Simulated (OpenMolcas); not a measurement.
How basis sets differ on RbI (SMILES [Rb][I])

RbI: 2 atoms, total charge 0, spin state singlet. As SMILES, `[Rb][I]`. The bond length is the measured one.

| atom | x (Å) | y (Å) | z (Å) |
| --- | --- | --- | --- |
| Rb | 0.0000 | 0.0000 | 0.0000 |
| I | 0.0000 | 0.0000 | 3.1769 |

Each level gives the HOMO–LUMO gap (eV). The values are calculated.

```tsv
level	kind	program	value (eV)	CPU time
HCTH407/def2-SVP (core potential)	GGA	OpenMolcas	2.00	2.6 s
HCTH407/def2-SVPD (core potential)	GGA	OpenMolcas	2.14	3.2 s
HCTH407/def2-TZVP (core potential)	GGA	OpenMolcas	2.12	4 s
HCTH407/def2-TZVPD (core potential)	GGA	OpenMolcas	2.15	4.8 s
HCTH407/def2-TZVPPD (core potential)	GGA	OpenMolcas	2.15	5.2 s
HCTH407/def2-QZVPPD (RICD fitting, core potential)	GGA	OpenMolcas	2.24	14 s
```

The values span 2.00 to 2.24 eV. Orbital gaps aren't excitation energies. Times are those of the runs behind each value, whatever else they computed, on shared processors of several kinds: orders of magnitude only.

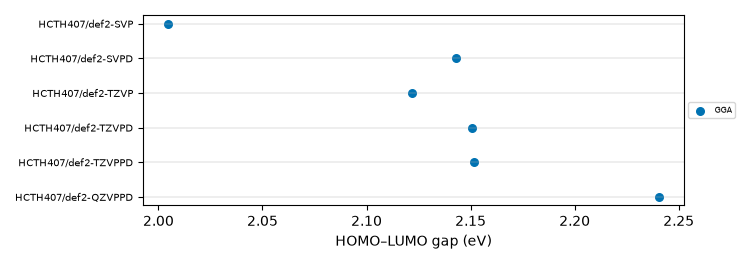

The values of the table, level by level.
